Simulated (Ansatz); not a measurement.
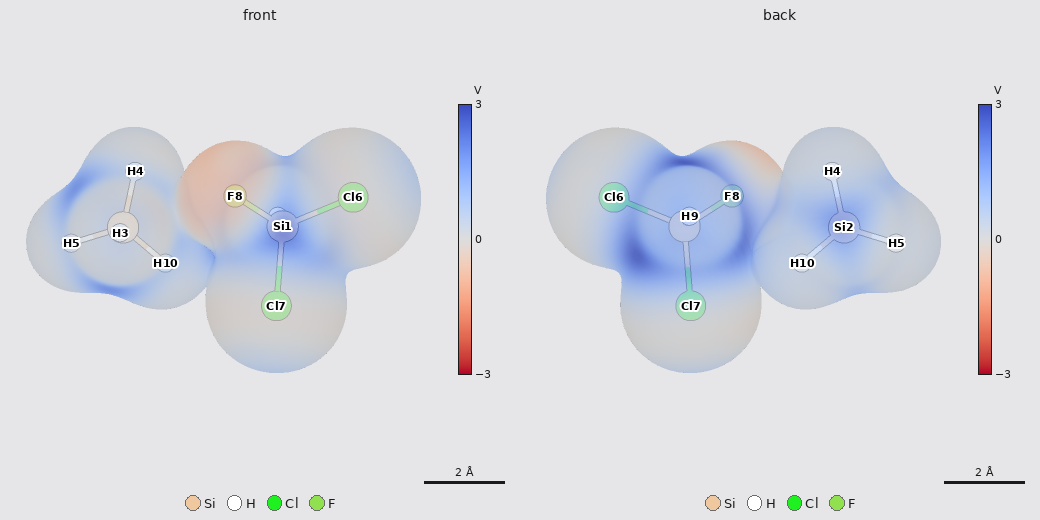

Figure. Cl$_{2}$FHSi···SiH$_{4}$. The electrostatic potential painted on the density surface at 0.004 e/bohr³, seen from the front and from behind; the colour scale runs from red (negative) to blue (positive).

Theory: RKS B3LYP-D4/def2-SVP (Ansatz).

Input

```
crystal:
  periodic: [false, false, false]
  atoms:
    - { symbol: Si, position_ang: [0.452866, 0.364161, -0.470191] }
    - { symbol: Si, position_ang: [-0.017968, 0.279782, 2.940187] }
    - { symbol: H, position_ang: [-1.374837, -0.299605, 2.74998] }
    - { symbol: H, position_ang: [1.02534, -0.779604, 2.874199] }
    - { symbol: H, position_ang: [0.048167, 0.930263, 4.285556] }
    - { symbol: Cl, position_ang: [1.619155, -0.435459, -1.956783] }
    - { symbol: Cl, position_ang: [-1.199158, 1.289252, -1.251442] }
    - { symbol: F, position_ang: [-0.053832, -0.899478, 0.405997] }
    - { symbol: H, position_ang: [1.240407, 1.287352, 0.342825] }
    - { symbol: H, position_ang: [0.248461, 1.316237, 1.933572] }
basis:
  gaussian: { orbitals: def2-SVP }
hamiltonian:
  xc: b3lyp
  dispersion: d4
relax:
  f_tol: 0.03
  max_steps: 50
output:
  orbitals: {}
```

Command:

```sh
ansatz run input.yaml --threads 4 --pin off --max-ram 5120MiB --backend cpu --events-out ev --progress --plain --runs-dir out
```

The fields are those of the run's last geometry, not of the input's.

**Describe the electrostatic potential map.**

The most negative region (about −0.7 V) lies over F8, the most positive (about +2.6 V) over Si1. Cl6 shows a σ-hole: about +0.6 V at the tip opposite its bond, against about 0.0 V on its flanks. Cl7 shows a σ-hole: about +0.6 V at the tip opposite its bond, against about 0.0 V on its flanks.
